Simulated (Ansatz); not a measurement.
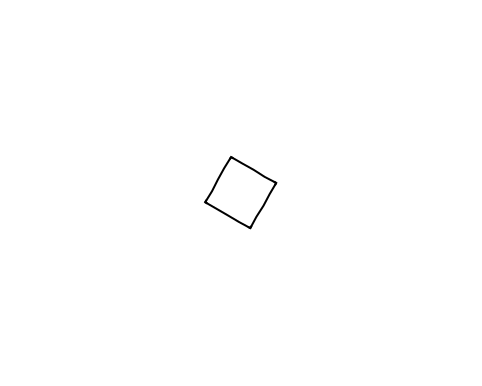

Figure made from data computed with Ansatz.

2D structure.

Transcribe the drawing into SMILES.

Answer. C1CCC1

What is the molecular formula?

Answer. C4H8.

An optimisation with PBE-D4/def2-SVP gave a structure of which point group?

Answer. D2d.
